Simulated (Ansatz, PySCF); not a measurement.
Bond stretch in SiLi (anion, charge -1), lowest triplet found (which spin is the ground state isn't settled by this scan).

FCI = full CI/aug-cc-pVDZ, frozen core (Ansatz, an electronic-structure program); ROMP2 = MP2 on ROHF/aug-cc-pVDZ, frozen core (Ansatz); UKS-LDA (SVWN5)/6-31G* = unrestricted LDA (SVWN5)/6-31G*, spherical d run with PySCF; ROCCSDT = Ansatz with CCSDT on ROHF/aug-cc-pVDZ, frozen core; ROHF/aug-cc-pVDZ (Ansatz).

Energies are in kcal/mol, each relative to the lowest point of its own curve between 2.09 and 3.22 Å, where full CI is lowest.

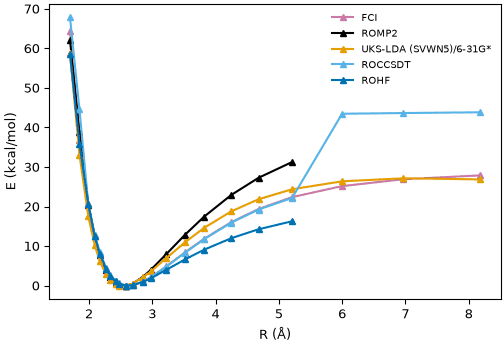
*Energy against bond length for each method.*

| R / Å | FCI | ROMP2 | UKS-LDA (SVWN5)/6-31G* | ROCCSDT | ROHF |
|---|---|---|---|---|---|
| 1.70 | 64.4 | 62.2 | 58.9 | 67.9 | 58.6 |
| 1.85 | 36.9 | 39.0 | 33.1 | 44.6 | 35.8 |
| 1.99 | 20.6 | 20.5 | 17.5 | 20.6 | 20.6 |
| 2.09 | 12.8 | 12.5 | 10.3 | 12.9 | 12.6 |
| 2.17 | 8.4 | 7.9 | 6.3 | 8.4 | 8.1 |
| 2.27 | 4.5 | 3.9 | 2.9 | 4.5 | 4.2 |
| 2.34 | 2.6 | 2.1 | 1.4 | 2.7 | 2.4 |
| 2.42 | 1.2 | 0.7 | 0.4 | 1.2 | 1.1 |
| 2.48 | 0.5 | 0.2 | 0.0 | 0.6 | 0.5 |
| 2.59 | 0.0 | 0.0 | 0.0 | 0.0 | 0.0 |
| 2.69 | 0.1 | 0.5 | 0.5 | 0.1 | 0.1 |
| 2.86 | 1.1 | 2.3 | 2.1 | 1.0 | 1.0 |
| 2.98 | 2.2 | 4.0 | 3.6 | 2.1 | 1.9 |
| 3.22 | 4.8 | 7.9 | 6.9 | 4.8 | 4.0 |
| 3.52 | 8.4 | 12.9 | 11.0 | 8.3 | 6.6 |
| 3.82 | 11.9 | 17.4 | 14.6 | 11.7 | 9.1 |
| 4.25 | 16.1 | 22.9 | 18.8 | 15.9 | 12.0 |
| 4.68 | 19.4 | 27.3 | 21.8 | 19.2 | 14.3 |
| 5.21 | 22.4 | 31.3 | 24.4 | 22.2 | 16.3 |
| 6.00 | 25.2 | — | 26.4 | 43.5 | — |
| 6.97 | 26.9 | — | 27.1 | 43.6 | — |
| 8.18 | 27.9 | — | 26.9 | 43.8 | — |

At the longest distance, 8.18 Å, ROCCSDT lies highest above its minimum (43.8 kcal/mol) and UKS-LDA (SVWN5)/6-31G* lowest (26.9 kcal/mol).

A dash means that the run gave no value there, or that the column was ended at a point which the program doubted or which failed a test of continuity chosen for this set; such a test can also cut sound points.

Where the anion isn't bound against loss of the electron, the finite basis alone holds it. Also computed but left out beside FCI, since their determinant holds another spin at the minimum (<S²> over 0.7 above the pure value): UHF, UMP2, UCCSD, UCCSD(T), UCCSDT, UCCSDT(Q), UKS-CAM-B3LYP. The T1 diagnostic of CCSD on the restricted reference of ROMP2, ROCCSDT exceeds 0.045 at 1.70 to 5.21 Å. The unrestricted determinant behind UKS-LDA (SVWN5)/6-31G* is spin-contaminated at 1.85 to 8.18 Å (<S²> up to 2.7, against 2.00 for a pure triplet).
